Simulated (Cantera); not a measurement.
Charge: 1 mol CH3SiCl3, 480 mol H2, 0.087 mol CH4, equilibrated at 0.100 bar.

Equilibrium computed with Cantera from the NASA thermochemical tables; the gas is ideal and each condensed phase is pure. Candidate condensed phases: C, C6H6, C7H8, C8H18, Si, SiC; 109 gas species. The feed counts by its element totals alone. The tables' values for SiCl are old estimates; treat these amounts as uncertain. Gases not in the tables: Si2H6 and higher silanes. Kinetics and transport are ignored.

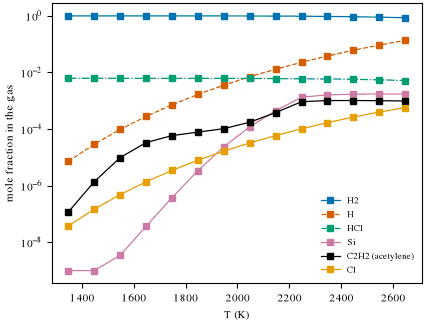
Figure. Equilibrium gas composition (values under 1e-9 drawn at 1e-9)

From 1348 K to 2248 K the condensed part is SiC(s). From 2348 K to 2648 K nothing is condensed. The main Si-bearing gas is SiCl2 at 1348 K and Si at 2648 K.
